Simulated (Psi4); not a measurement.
# TPSS/def2-QZVPPD (density fitting, sweep point 7) run of C2HFN+ (SMILES Fc1[cH+]n1)

Aim: the vertical electron affinity of C2HFN+ at TPSS/def2-QZVPPD (density fitting, sweep point 7), from 2 runs. 

The calculation is run with Psi4 1.11.

### Step 1. Starting point

C2HFN+: 5 atoms, total charge +1, spin state singlet. As SMILES, `Fc1[cH+]n1`. Geometry: relaxed at GFN2-xTB.

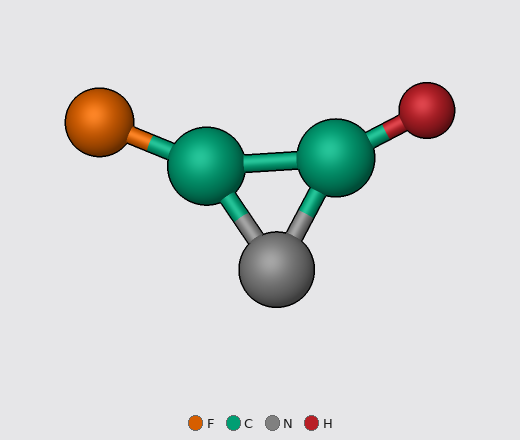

Viewed from a chosen angle; fluorine orange, carbon teal, nitrogen grey, hydrogen red.

### Step 2. A single-point energy at TPSS/def2-QZVPPD (density fitting, sweep point 7)

File c2hfn.inp:

```
memory 1.6 GB

molecule molecule1 {
  1 1
  F      0.28262744    -2.92259373     1.95543190
  C     -0.09562014    -1.16136898     0.46577970
  C      0.18009090     1.27237150    -0.39812750
  N     -1.24113432    -0.38550413    -1.65201748
  H      0.87403613     3.19709535    -0.37106662
  units au
  symmetry c1
}

set {
  puream               true
  scf_type             df
  dft_radial_points    99
  dft_spherical_points 590
}

E = energy('tpss/def2-QZVPPD')
```

Run with:

```sh
$ psi4 c2hfn.inp c2hfn.out -n 1
```

c2hfn.out:

```text
[...]
  Running in c1 symmetry.
[...]
  Nuclear repulsion =  102.200524204000004
[...]
  Multiplicity = 1
[...]
  Nalpha       = 14
  Nbeta        = 14
[...]
    Number of basis functions: 288
[...]
   @DF-RKS iter   1:  -230.97079684373324    2.92944e-01   1.94396e-03 DIIS/ADIIS
[...]
   @DF-RKS iter   9:  -231.10065677061843   -2.08043e-08   1.14610e-07 DIIS
[...]
    Orbital Energies [Eh]
    ---------------------
    Doubly Occupied:
       1A    -24.778939     2A    -14.474385     3A    -10.465582
       4A    -10.396534     5A     -1.530559     6A     -1.307307
       7A     -0.895181     8A     -0.882727     9A     -0.801355
      10A     -0.780111    11A     -0.746515    12A     -0.680431
      13A     -0.674141    14A     -0.557973
[...]
  @DF-RKS Final Energy:  -231.10065677061843
   => Energetics <=
    Nuclear Repulsion Energy =            102.2005242040000041
    One-Electron Energy =                -509.3026578924358319
    Two-Electron Energy =                 204.2566337694381104
    DFT Exchange-Correlation Energy =     -28.2551568516206935
    Empirical Dispersion Energy =           0.0000000000000000
    VV10 Nonlocal Energy =                  0.0000000000000000
    Total Energy =                       -231.1006567706184285
[...]
 Multipole Moments:
 ------------------------------------------------------------------------------------
     Multipole            Electronic (a.u.)      Nuclear  (a.u.)        Total (a.u.)
 ------------------------------------------------------------------------------------
 L = 1.  Multiply by 2.5417464519 to convert [e a0] to [Debye]
 Dipole X            :          0.1432168            0.2936069            0.4368237
 Dipole Y            :         -1.7804419            3.0410754            1.2606334
 Dipole Z            :          1.1477025           -1.1565381           -0.0088356
 Magnitude           :                                                    1.3342000
[...]
```

Run time: 2.5 min. Hardware: 1 thread of Intel Xeon Platinum 8175M at 2.50GHz (Skylake/Cascade Lake), shared host; peak memory 1.2 GiB.

### Step 3. Doublet neutral C2HFN at the same level

File job.inp:

```
memory 1600 MB

molecule system {
  0 2
  F      0.28262744    -2.92259373     1.95543190
  C     -0.09562014    -1.16136898     0.46577970
  C      0.18009090     1.27237150    -0.39812750
  N     -1.24113432    -0.38550413    -1.65201748
  H      0.87403613     3.19709535    -0.37106662
  units au
  symmetry c1
}

set {
  basis                def2-QZVPPD
  reference            uks
  puream               true
  scf_type             df
  dft_radial_points    99
  dft_spherical_points 590
  maxiter              150
}

result = energy('tpss')
print_variables()
```

Run with:

```sh
$ psi4 -n 1 job.inp job.out
```

job.out:

```text
[...]
  Running in c1 symmetry.
[...]
  Nuclear repulsion =  102.200524204000004
[...]
  Multiplicity = 2
[...]
  Nalpha       = 15
  Nbeta        = 14
[...]
    Number of basis functions: 288
[...]
   @DF-UKS iter   1:  -230.98354453162710    2.80196e-01   3.12435e-03 ADIIS/DIIS
[...]
   @DF-UKS iter  11:  -231.35459555739553   -6.72462e-08   1.97654e-07 DIIS
[...]
   @S^2 Observed:                7.654668803E-01
[...]
    Orbital Energies [Eh]
    ---------------------
    Alpha Occupied:
       1A    -24.521000     2A    -14.118404     3A    -10.158561
       4A    -10.044760     5A     -1.277776     6A     -0.981831
       7A     -0.641443     8A     -0.585136     9A     -0.519197
      10A     -0.511863    11A     -0.468885    12A     -0.389834
      13A     -0.382800    14A     -0.259255    15A     -0.117116
    Alpha Virtual:
      16A     -0.067763    17A     -0.017397    18A      0.010450
      19A      0.034643    20A      0.043828    21A      0.056518
      22A      0.064738    23A      0.086227    24A      0.108737
      25A      0.118245    26A      0.131932    27A      0.146823
[...]
  @DF-UKS Final Energy:  -231.35459555739553
   => Energetics <=
    Nuclear Repulsion Energy =            102.2005242040000041
    One-Electron Energy =                -517.7890954452460619
    Two-Electron Energy =                 212.8484274529861295
    DFT Exchange-Correlation Energy =     -28.6144517691355702
    Empirical Dispersion Energy =           0.0000000000000000
    VV10 Nonlocal Energy =                  0.0000000000000000
    Total Energy =                       -231.3545955573955268
[...]
 Multipole Moments:
 ------------------------------------------------------------------------------------
     Multipole            Electronic (a.u.)      Nuclear  (a.u.)        Total (a.u.)
 ------------------------------------------------------------------------------------
 L = 1.  Multiply by 2.5417464519 to convert [e a0] to [Debye]
 Dipole X            :          0.1641557            0.2936069            0.4577626
 Dipole Y            :         -2.9297198            3.0410754            0.1113555
 Dipole Z            :          1.7817527           -1.1565381            0.6252146
 Magnitude           :                                                    0.7828410
[...]
```

Run time: 4.4 min. Hardware: 1 thread of Intel Xeon Platinum 8175M at 2.50GHz (Skylake/Cascade Lake), shared host; peak memory 1.2 GiB.

### Step 4. Results

Level: TPSS/def2-QZVPPD (density fitting, sweep point 7).

```
                                                 quantity          value
                             singlet C2HFN+: total energy  -231.10066 Eh
                              singlet C2HFN+: HOMO energy      -15.18 eV
                              singlet C2HFN+: LUMO energy      -10.68 eV
                            singlet C2HFN+: HOMO–LUMO gap        4.51 eV
                      doublet neutral C2HFN: total energy  -231.35460 Eh
                     doublet neutral C2HFN: dipole moment         1.99 D
doublet neutral C2HFN: HOMO energy (highest over α and β)       -3.19 eV
 doublet neutral C2HFN: LUMO energy (lowest over α and β)       -1.84 eV
                              doublet neutral C2HFN: ⟨S²⟩          0.765
      vertical electron affinity (to the doublet neutral)       6.910 eV
```

What this shows: At fixed nuclei the extra electron is bound by 6.91 eV (159 kcal/mol).
